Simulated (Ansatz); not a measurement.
# Molecular dynamics, with input and output: Si₂NH₈F (part 2 of 2)

Continued. System: Si₂NH₈F. Method: UKS PBE0-D4/6-31G (Ansatz 0.2.0). It belongs to a series of runs on one base structure; here: dynamics from the start.

Geometry of the input (Å):
```
Si -0.6148  -0.3580  -0.4741
F  1.2551  -0.3639  -1.1981
H  -0.8457  -1.0917  -1.7127
H  -2.0013  0.1263  -0.1873
Si 0.2155  -1.1180  1.5348
H  1.0720  0.8264  -1.2632
N  0.0411  1.6071  -0.9328
H  -0.0025  -0.1570  2.6257
H  -0.5019  -2.3421  1.9067
H  1.6442  -1.4358  1.5535
H  -0.4359  2.0661  -1.6901
H  0.1742  2.2406  -0.1626
```

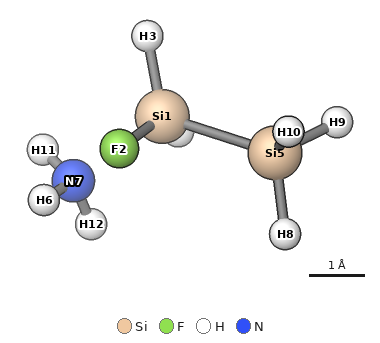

**Figure 1.** The geometry at step 130 of the log (ball-and-stick view, seen at a tilt; atoms are numbered from 1 in the order of the input).

**Output, continued**
```
md step   102: t =    51.00 fs  T =   715.6 K  F+E_penalty+E_count = -20077.95910599 eV  E_kin = 0.924929 eV  conserved = -20077.03417687 eV  (25 SCF iters, 3 dispersion substeps)
md step   103: t =    51.50 fs  T =   616.9 K  F+E_penalty+E_count = -20077.82805769 eV  E_kin = 0.797371 eV  conserved = -20077.03068661 eV  (26 SCF iters, 3 dispersion substeps)
md step   104: t =    52.00 fs  T =   491.9 K  F+E_penalty+E_count = -20077.65943769 eV  E_kin = 0.635891 eV  conserved = -20077.02354681 eV  (24 SCF iters, 3 dispersion substeps)
md step   105: t =    52.50 fs  T =   420.9 K  F+E_penalty+E_count = -20077.56298719 eV  E_kin = 0.544019 eV  conserved = -20077.01896868 eV  (25 SCF iters, 3 dispersion substeps)
md step   106: t =    53.00 fs  T =   451.9 K  F+E_penalty+E_count = -20077.60601143 eV  E_kin = 0.584119 eV  conserved = -20077.02189226 eV  (26 SCF iters, 3 dispersion substeps)
md step   107: t =    53.50 fs  T =   555.6 K  F+E_penalty+E_count = -20077.74657834 eV  E_kin = 0.718220 eV  conserved = -20077.02835866 eV  (25 SCF iters, 3 dispersion substeps)
md step   108: t =    54.00 fs  T =   660.6 K  F+E_penalty+E_count = -20077.88594712 eV  E_kin = 0.853848 eV  conserved = -20077.03209924 eV  (24 SCF iters, 3 dispersion substeps)
md step   109: t =    54.50 fs  T =   716.5 K  F+E_penalty+E_count = -20077.95818431 eV  E_kin = 0.926143 eV  conserved = -20077.03204106 eV  (24 SCF iters, 3 dispersion substeps)
md step   110: t =    55.00 fs  T =   714.2 K  F+E_penalty+E_count = -20077.95335468 eV  E_kin = 0.923115 eV  conserved = -20077.03023989 eV  (25 SCF iters, 3 dispersion substeps)
md step   111: t =    55.50 fs  T =   668.3 K  F+E_penalty+E_count = -20077.89216448 eV  E_kin = 0.863874 eV  conserved = -20077.02829060 eV  (25 SCF iters, 3 dispersion substeps)
md step   112: t =    56.00 fs  T =   599.9 K  F+E_penalty+E_count = -20077.80202574 eV  E_kin = 0.775419 eV  conserved = -20077.02660661 eV  (24 SCF iters, 3 dispersion substeps)
md step   113: t =    56.50 fs  T =   529.0 K  F+E_penalty+E_count = -20077.70891377 eV  E_kin = 0.683839 eV  conserved = -20077.02507493 eV  (24 SCF iters, 3 dispersion substeps)
md step   114: t =    57.00 fs  T =   474.7 K  F+E_penalty+E_count = -20077.63729108 eV  E_kin = 0.613577 eV  conserved = -20077.02371366 eV  (25 SCF iters, 3 dispersion substeps)
md step   115: t =    57.50 fs  T =   453.2 K  F+E_penalty+E_count = -20077.60871559 eV  E_kin = 0.585830 eV  conserved = -20077.02288537 eV  (25 SCF iters, 3 dispersion substeps)
md step   116: t =    58.00 fs  T =   474.3 K  F+E_penalty+E_count = -20077.63604534 eV  E_kin = 0.613037 eV  conserved = -20077.02300865 eV  (25 SCF iters, 3 dispersion substeps)
md step   117: t =    58.50 fs  T =   536.2 K  F+E_penalty+E_count = -20077.71724275 eV  E_kin = 0.693075 eV  conserved = -20077.02416758 eV  (25 SCF iters, 3 dispersion substeps)
md step   118: t =    59.00 fs  T =   625.1 K  F+E_penalty+E_count = -20077.83416923 eV  E_kin = 0.808035 eV  conserved = -20077.02613409 eV  (24 SCF iters, 3 dispersion substeps)
md step   119: t =    59.50 fs  T =   717.6 K  F+E_penalty+E_count = -20077.95623601 eV  E_kin = 0.927551 eV  conserved = -20077.02868523 eV  (24 SCF iters, 3 dispersion substeps)
md step   120: t =    60.00 fs  T =   783.9 K  F+E_penalty+E_count = -20078.04489289 eV  E_kin = 1.013329 eV  conserved = -20077.03156432 eV  (24 SCF iters, 3 dispersion substeps)
md step   121: t =    60.50 fs  T =   793.8 K  F+E_penalty+E_count = -20078.05983999 eV  E_kin = 1.026081 eV  conserved = -20077.03375932 eV  (24 SCF iters, 3 dispersion substeps)
md step   122: t =    61.00 fs  T =   730.2 K  F+E_penalty+E_count = -20077.97670059 eV  E_kin = 0.943871 eV  conserved = -20077.03282974 eV  (24 SCF iters, 3 dispersion substeps)
md step   123: t =    61.50 fs  T =   615.5 K  F+E_penalty+E_count = -20077.82232540 eV  E_kin = 0.795622 eV  conserved = -20077.02670354 eV  (24 SCF iters, 3 dispersion substeps)
md step   124: t =    62.00 fs  T =   524.3 K  F+E_penalty+E_count = -20077.69679046 eV  E_kin = 0.677771 eV  conserved = -20077.01901906 eV  (24 SCF iters, 3 dispersion substeps)
md step   125: t =    62.50 fs  T =   537.5 K  F+E_penalty+E_count = -20077.71324188 eV  E_kin = 0.694759 eV  conserved = -20077.01848305 eV  (24 SCF iters, 3 dispersion substeps)
md step   126: t =    63.00 fs  T =   659.7 K  F+E_penalty+E_count = -20077.87888695 eV  E_kin = 0.852765 eV  conserved = -20077.02612195 eV  (24 SCF iters, 3 dispersion substeps)
md step   127: t =    63.50 fs  T =   811.1 K  F+E_penalty+E_count = -20078.08188912 eV  E_kin = 1.048469 eV  conserved = -20077.03342020 eV  (24 SCF iters, 3 dispersion substeps)
md step   128: t =    64.00 fs  T =   906.2 K  F+E_penalty+E_count = -20078.20662799 eV  E_kin = 1.171303 eV  conserved = -20077.03532502 eV  (27 SCF iters, 3 dispersion substeps)
md step   129: t =    64.50 fs  T =   912.1 K  F+E_penalty+E_count = -20078.21221265 eV  E_kin = 1.178939 eV  conserved = -20077.03327337 eV  (25 SCF iters, 3 dispersion substeps)
md step   130: t =    65.00 fs  T =   843.8 K  F+E_penalty+E_count = -20078.12055351 eV  E_kin = 1.090632 eV  conserved = -20077.02992147 eV  (25 SCF iters, 3 dispersion substeps)
md step   131: t =    65.50 fs  T =   736.6 K  F+E_penalty+E_count = -20077.97880051 eV  E_kin = 0.952099 eV  conserved = -20077.02670190 eV  (25 SCF iters, 3 dispersion substeps)
md step   132: t =    66.00 fs  T =   627.6 K  F+E_penalty+E_count = -20077.83549483 eV  E_kin = 0.811264 eV  conserved = -20077.02423129 eV  (24 SCF iters, 3 dispersion substeps)
md step   133: t =    66.50 fs  T =   546.2 K  F+E_penalty+E_count = -20077.72894677 eV  E_kin = 0.706078 eV  conserved = -20077.02286838 eV  (25 SCF iters, 3 dispersion substeps)
md step   134: t =    67.00 fs  T =   509.1 K  F+E_penalty+E_count = -20077.68071306 eV  E_kin = 0.658019 eV  conserved = -20077.02269422 eV  (25 SCF iters, 3 dispersion substeps)
md step   135: t =    67.50 fs  T =   518.7 K  F+E_penalty+E_count = -20077.69394981 eV  E_kin = 0.670529 eV  conserved = -20077.02342092 eV  (25 SCF iters, 3 dispersion substeps)
md step   136: t =    68.00 fs  T =   567.0 K  F+E_penalty+E_count = -20077.75749670 eV  E_kin = 0.732879 eV  conserved = -20077.02461792 eV  (24 SCF iters, 3 dispersion substeps)
md step   137: t =    68.50 fs  T =   639.0 K  F+E_penalty+E_count = -20077.85213593 eV  E_kin = 0.826022 eV  conserved = -20077.02611376 eV  (24 SCF iters, 3 dispersion substeps)
md step   138: t =    69.00 fs  T =   716.1 K  F+E_penalty+E_count = -20077.95371271 eV  E_kin = 0.925651 eV  conserved = -20077.02806173 eV  (24 SCF iters, 3 dispersion substeps)
md step   139: t =    69.50 fs  T =   774.9 K  F+E_penalty+E_count = -20078.03215454 eV  E_kin = 1.001588 eV  conserved = -20077.03056626 eV  (25 SCF iters, 3 dispersion substeps)
md step   140: t =    70.00 fs  T =   788.1 K  F+E_penalty+E_count = -20078.05169010 eV  E_kin = 1.018678 eV  conserved = -20077.03301162 eV  (25 SCF iters, 3 dispersion substeps)
md step   141: t =    70.50 fs  T =   734.1 K  F+E_penalty+E_count = -20077.98229648 eV  E_kin = 0.948928 eV  conserved = -20077.03336826 eV  (25 SCF iters, 3 dispersion substeps)
md step   142: t =    71.00 fs  T =   619.8 K  F+E_penalty+E_count = -20077.83028289 eV  E_kin = 0.801182 eV  conserved = -20077.02910049 eV  (25 SCF iters, 3 dispersion substeps)
md step   143: t =    71.50 fs  T =   501.6 K  F+E_penalty+E_count = -20077.66993867 eV  E_kin = 0.648371 eV  conserved = -20077.02156784 eV  (25 SCF iters, 3 dispersion substeps)
md step   144: t =    72.00 fs  T =   461.7 K  F+E_penalty+E_count = -20077.61513102 eV  E_kin = 0.596772 eV  conserved = -20077.01835889 eV  (25 SCF iters, 3 dispersion substeps)
md step   145: t =    72.50 fs  T =   532.3 K  F+E_penalty+E_count = -20077.71177981 eV  E_kin = 0.688009 eV  conserved = -20077.02377078 eV  (25 SCF iters, 3 dispersion substeps)
md step   146: t =    73.00 fs  T =   657.0 K  F+E_penalty+E_count = -20077.88088418 eV  E_kin = 0.849297 eV  conserved = -20077.03158764 eV  (24 SCF iters, 3 dispersion substeps)
md step   147: t =    73.50 fs  T =   748.0 K  F+E_penalty+E_count = -20078.00186451 eV  E_kin = 0.966859 eV  conserved = -20077.03500562 eV  (25 SCF iters, 3 dispersion substeps)
md step   148: t =    74.00 fs  T =   757.0 K  F+E_penalty+E_count = -20078.01226011 eV  E_kin = 0.978559 eV  conserved = -20077.03370116 eV  (25 SCF iters, 3 dispersion substeps)
md step   149: t =    74.50 fs  T =   689.6 K  F+E_penalty+E_count = -20077.92161557 eV  E_kin = 0.891385 eV  conserved = -20077.03023076 eV  (25 SCF iters, 3 dispersion substeps)
these checks for a lower state are left out or cut short: starts, cluster_reference, orbital_swaps, neighbouring_geometries, increment
802 factors; integrals over basis functions are off by at most 1.7e-4 eV
mean field evaluation 864: about -20077.5894 eV, gradient 4.2e-5 eV
mean field -20077.58937573 eV, -737.8378004791 hartree, gradient 4.2e-5 eV, S^2 0.000000; 0 other end points of the search recorded, 0 dependent functions left out
the calculation of the forces begins
reference -20077.58940578 eV, -737.8378015836 hartree; 26, 26 occupied and 34, 34 virtual orbitals, 802 factors
802 factors; integrals over basis functions are off by at most 1.7e-4 eV
mean field -20077.58937573 eV, -737.8378004791 hartree, gradient 4.2e-5 eV, S^2 0.000000; 1 other end points of the search recorded, 0 dependent functions left out
the calculation of the forces begins
reference -20077.58940578 eV, -737.8378015836 hartree; 26, 26 occupied and 34, 34 virtual orbitals, 802 factors
md step   150: t =    75.00 fs  T =   580.9 K  F+E_penalty+E_count = -20077.77745139 eV  E_kin = 0.750872 eV  conserved = -20077.02657982 eV  (27 SCF iters, 3 dispersion substeps)
```

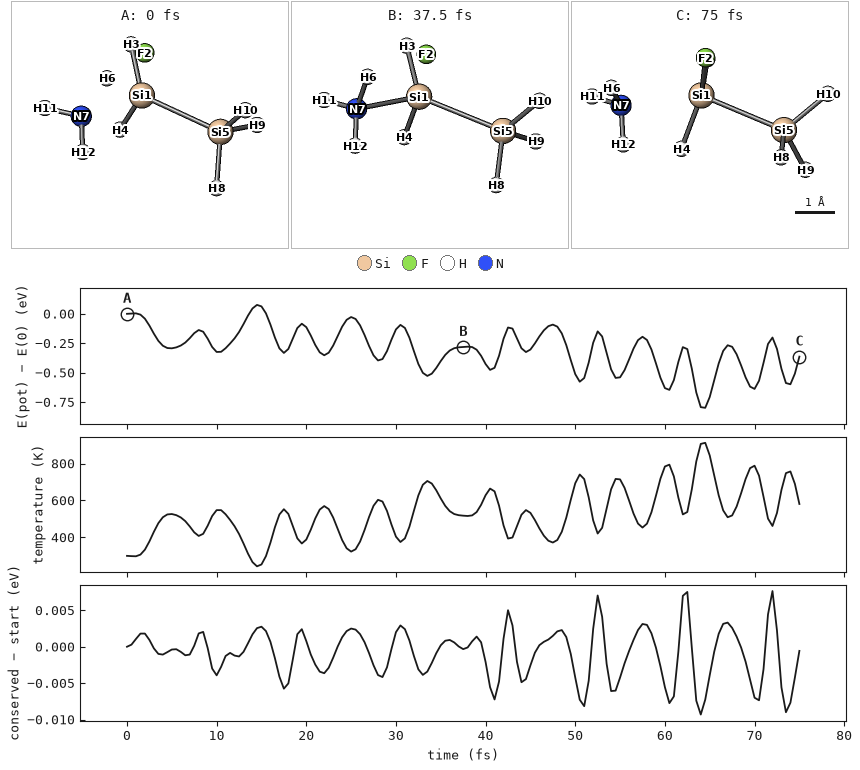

**Figure 2.** Frames of the molecular dynamics (ball-and-stick, seen at a tilt) above the curves, on which the letters mark them. The trajectory kept here has 151 frames over 75 fs. The temperature starts at 300 K, ranges from 243 to 912 K and averages 595 K over the second half. The potential energy ends 0.364 eV below its first value. The conserved quantity stays within 0.017 eV. After an unweighted best fit of the last frame on the first, the root-mean-square displacement is 0.78 Å, and H6 has moved furthest (1.46 Å).

```
Total energy: -20077.77748144 eV, -737.8447132366 hartree
Atom 0 at    -0.453745    -0.323403    -0.445071 Å, force     0.693751     0.602618     1.184756 eV/Å
Atom 1 at     1.231631    -0.302185    -0.989800 Å, force    -0.521552     0.004617    -0.020931 eV/Å
Atom 2 at    -1.133577    -1.359349    -1.227857 Å, force    -0.369553    -0.084443    -0.829603 eV/Å
Atom 3 at    -1.568120     0.531450     0.278467 Å, force     0.420218    -0.016953    -0.837001 eV/Å
Atom 4 at     0.190746    -1.321205     1.568899 Å, force     0.347517    -0.089790     0.309718 eV/Å
Atom 5 at     0.838100     2.157059    -1.741384 Å, force    -2.501478    -1.533562     1.384869 eV/Å
Atom 6 at    -0.137375     1.800003    -1.345421 Å, force     3.579927     0.619391    -0.131042 eV/Å
Atom 7 at     1.140720    -0.380376     2.234676 Å, force     0.176650     0.304392     0.143447 eV/Å
Atom 8 at    -0.846698    -1.597405     2.599227 Å, force    -0.523439     0.084386     0.132070 eV/Å
Atom 9 at     0.958131    -2.580642     1.511211 Å, force     0.321079    -0.500329    -0.256169 eV/Å
Atom 10 at    -0.796458     2.013399    -2.035191 Å, force    -1.657823     0.257190    -1.415804 eV/Å
Atom 11 at    -0.364231     2.302679    -0.500248 Å, force     0.034703     0.352484     0.335690 eV/Å
Dipole moment:    -0.449022     1.047258    -0.560584 e Å
```

**Trajectory as extended XYZ (Å, eV, eV/Å), 8 of the 151 frames kept, from step=0 to step=150**
```
12
Properties=species:S:1:pos:R:3:forces:R:3 step=0 time_fs=0.0 energy=-20077.41379 temperature=300.0
Si   -0.6148   -0.3580   -0.4741    0.0275   2.2294  -0.4406
F     1.2551   -0.3639   -1.1981    0.9684   0.0882  -0.1868
H    -0.8457   -1.0917   -1.7127   -0.2890  -0.7180  -0.5129
H    -2.0013    0.1263   -0.1873   -0.5481   0.0524   0.3773
Si    0.2155   -1.1180    1.5348    0.0924  -0.1694  -0.0331
H     1.0720    0.8264   -1.2632   -1.3078   1.1054   0.4546
N     0.0411    1.6071   -0.9328    1.4079  -2.6019  -0.2434
H    -0.0025   -0.1570    2.6257   -0.2287   0.5543   0.3993
H    -0.5019   -2.3421    1.9067   -0.4437  -0.6147   0.2144
H     1.6442   -1.4358    1.5535    0.6659  -0.1339  -0.1337
H    -0.4359    2.0661   -1.6901   -0.3367   0.0646  -0.3083
H     0.1742    2.2406   -0.1626   -0.0081   0.1435   0.4132
12
Properties=species:S:1:pos:R:3:forces:R:3 step=21 time_fs=10.5 energy=-20077.73650 temperature=547.5
Si   -0.6324   -0.3366   -0.4503    0.8532   0.2082  -1.0508
F     1.3059   -0.3211   -1.1833   -0.5669  -0.6583   0.2183
H    -1.0786   -1.3032   -1.5365    0.1500   0.3265   0.1056
H    -2.0172    0.1460    0.1039    0.3747   0.3517  -0.4613
Si    0.2080   -1.1538    1.5303    0.0962  -0.0970   0.1231
H     0.9694    1.1778   -1.3140    0.2233  -0.4011  -0.0639
N     0.0648    1.5736   -1.0051    0.3142  -2.0654   2.2019
H    -0.0765   -0.0069    2.4800    0.2587  -0.1732   0.1581
H    -0.5933   -2.3534    1.9932    0.0934   0.1415   0.0283
H     1.6605   -1.4738    1.3682   -0.0041  -0.0400   0.3385
H    -0.4662    2.0034   -1.6684   -1.9165   1.6193  -2.4203
H     0.1188    2.1022   -0.1664    0.1238   0.7878   0.8225
12
Properties=species:S:1:pos:R:3:forces:R:3 step=43 time_fs=21.5 energy=-20077.74124 temperature=550.7
Si   -0.6175   -0.2949   -0.4606    0.5446  -0.0535  -0.3119
F     1.3339   -0.3137   -1.1583   -0.9335  -0.6442   0.2061
H    -1.2296   -1.3577   -1.4027    0.4628   0.7336   0.0568
H    -1.8620    0.4828    0.0754   -0.0082  -0.4993  -0.1482
Si    0.2064   -1.1929    1.5312    0.3834   0.2759   0.8473
H     0.9391    1.2029   -1.3757   -0.3627  -0.0737   0.1054
N     0.0018    1.5356   -1.0352    1.5995  -1.1805   0.6620
H     0.0796    0.0335    2.4934    0.1575  -0.6492  -0.2958
H    -0.6699   -2.3163    2.1470    0.3962   0.4965  -0.3300
H     1.6965   -1.5789    1.4717   -0.7293   0.0133   0.0936
H    -0.5417    1.9973   -1.6827   -1.7052   1.0282  -2.1907
H     0.0829    2.1462   -0.2586    0.1950   0.5529   1.3053
12
Properties=species:S:1:pos:R:3:forces:R:3 step=64 time_fs=32.0 energy=-20077.73006 temperature=543.7
Si   -0.5749   -0.2462   -0.4721    0.2258  -1.0123   0.6770
F     1.3167   -0.3369   -1.1269   -0.8003  -0.2021   0.3012
H    -1.1004   -1.0805   -1.5697   -0.0286  -0.2655  -0.4064
H    -1.8624    0.4323   -0.0221   -0.4287  -0.2301   0.3983
Si    0.2128   -1.2165    1.5446    0.3028   0.1702  -0.1471
H     0.7443    1.0818   -1.3496    3.8123  -0.4647  -1.7212
N    -0.0618    1.5381   -1.0726   -2.7062   0.7134   0.5703
H     0.3343   -0.1296    2.5456   -0.1276   0.5695   0.2986
H    -0.6936   -2.2004    2.1733   -0.5342  -0.3096   0.0704
H     1.5735   -1.8099    1.6190    0.2277  -0.2018  -0.3867
H    -0.6958    1.8834   -1.7699   -0.0561   0.3366  -0.2799
H     0.0360    2.1333   -0.2856    0.1130   0.8965   0.6254
12
Properties=species:S:1:pos:R:3:forces:R:3 step=86 time_fs=43.0 energy=-20077.53917 temperature=399.3
Si   -0.5311   -0.2232   -0.4752    0.4721  -1.5286   0.2423
F     1.2660   -0.3627   -1.0846   -0.1437   0.3972   0.3731
H    -0.8837   -0.8206   -1.7915   -0.5404  -0.4445  -0.0908
H    -1.9928    0.0436    0.0969    0.4892   0.7014  -0.3873
Si    0.2290   -1.2366    1.5699   -0.3851   0.1198  -0.6160
H     0.7471    1.3908   -1.4725    5.5032  -1.4016  -2.4485
N    -0.0923    1.5523   -1.1237   -6.8413   3.6308   1.1878
H     0.4678   -0.1508    2.5769    0.1072   0.1328   0.1239
H    -0.9063   -2.0666    2.0890   -0.1751  -0.0619   0.1705
H     1.4181   -2.1093    1.4537    0.3611  -0.1245   0.0334
H    -0.7788    1.9095   -1.8690    1.2448  -0.9734   1.2656
H    -0.0304    2.3241   -0.4478   -0.0920  -0.4475   0.1461
12
Properties=species:S:1:pos:R:3:forces:R:3 step=107 time_fs=53.5 energy=-20077.74658 temperature=555.6
Si   -0.4762   -0.2521   -0.4818   -1.1427  -0.6615  -0.3534
F     1.2187   -0.3635   -1.0330    0.6154   0.4122  -0.2407
H    -1.0218   -0.8733   -1.8254    0.2362   0.0122   0.9265
H    -1.8605    0.2797    0.0055    0.1893   0.1435   0.0945
Si    0.2363   -1.2591    1.5804   -0.7686  -0.1270  -0.1018
H     0.7111    1.3738   -1.4969    4.3333  -0.5757  -1.6627
N    -0.1292    1.6509   -1.1750   -5.1815   1.2339   0.4286
H     0.6679   -0.1599    2.5975   -0.0837  -0.6174  -0.5136
H    -1.1111   -1.8658    2.0844    0.8119   0.1370   0.0729
H     1.3001   -2.3350    1.3257   -0.3313   0.4136   0.3794
H    -0.8440    1.7829   -1.9598    1.3868   0.1296   1.6982
H    -0.1278    2.3950   -0.4622   -0.0649  -0.5004  -0.7279
12
Properties=species:S:1:pos:R:3:forces:R:3 step=129 time_fs=64.5 energy=-20078.21221 temperature=912.1
Si   -0.4519   -0.2934   -0.4810   -0.4417   0.4073   1.1007
F     1.2116   -0.3391   -0.9964    0.4974   0.2257  -0.5439
H    -1.1676   -1.1762   -1.4540    0.0946  -0.0469  -0.2674
H    -1.5852    0.5890    0.0248   -0.4739  -0.4082   0.3981
Si    0.2164   -1.2841    1.5711   -0.1136  -0.5641  -0.0311
H     0.8307    1.7008   -1.5930   -1.2068   0.1246   0.1387
N    -0.1554    1.7265   -1.2426    1.7674   0.4369  -0.5626
H     0.9551   -0.3378    2.4678    0.0298   0.2986   0.0052
H    -1.0054   -1.7283    2.3332   -0.0479  -0.0321   0.1248
H     1.1534   -2.4729    1.4639   -0.1694   0.1144  -0.0961
H    -0.8401    1.9112   -1.9680    0.0681  -0.0578  -0.2393
H    -0.2506    2.4474   -0.5200   -0.0039  -0.4983  -0.0271
12
Properties=species:S:1:pos:R:3:forces:R:3 step=150 time_fs=75.0 energy=-20077.77745 temperature=580.9
Si   -0.4537   -0.3234   -0.4451    0.6938   0.6026   1.1848
F     1.2316   -0.3022   -0.9898   -0.5216   0.0046  -0.0209
H    -1.1336   -1.3593   -1.2279   -0.3696  -0.0844  -0.8296
H    -1.5681    0.5314    0.2785    0.4202  -0.0170  -0.8370
Si    0.1907   -1.3212    1.5689    0.3475  -0.0898   0.3097
H     0.8381    2.1571   -1.7414   -2.5015  -1.5336   1.3849
N    -0.1374    1.8000   -1.3454    3.5799   0.6194  -0.1310
H     1.1407   -0.3804    2.2347    0.1766   0.3044   0.1434
H    -0.8467   -1.5974    2.5992   -0.5234   0.0844   0.1321
H     0.9581   -2.5806    1.5112    0.3211  -0.5003  -0.2562
H    -0.7965    2.0134   -2.0352   -1.6578   0.2572  -1.4158
H    -0.3642    2.3027   -0.5002    0.0347   0.3525   0.3357
```
